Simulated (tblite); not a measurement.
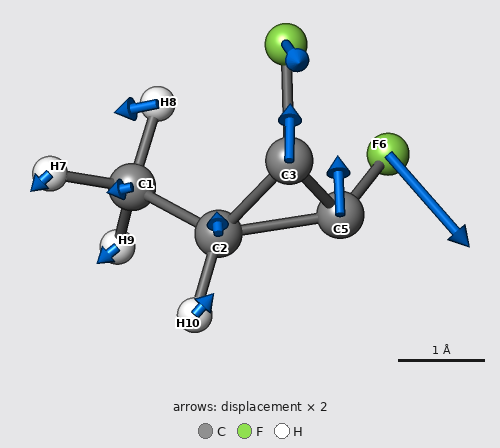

This is a relaxation of C4H4F2. The starting structure is drawn; blue arrows show the displacements, 2 times their true length. The two geometries are superimposed by the best rigid fit.

The picture is a ball-and-stick view, seen from a free direction.

These are results of tblite 0.8.0, GFN2-xTB geometry optimisation, gas phase, not measurements. 

Atoms of which element are displaced furthest, and by how much?

Fluorine: up to 0.72 Å, against 0.40 Å for carbon.

What did the optimiser do to the structure, and how much energy did it gain?

Over 28 geometry steps the energy falls by 1.834 eV. The largest moves after the best rigid fit, 0.72 Å, are those of F atoms. Largest moves by element: F 0.72 Å, C 0.40 Å, H 0.29 Å. Some distances before and after: C–C 1.427 → 1.511 Å, C–C 1.452 → 1.510 Å, C–C 1.331 → 1.292 Å, C–F 1.355 → 1.320 Å. Among the angles between lasting bonds that change: F–C–C 120.0° → 150.2°, C–C–F 126.2° → 145.2°, C–C–F 126.7° → 145.2°. The run took 0.1 s on 1 thread of Arm Neoverse V1 (shared host).
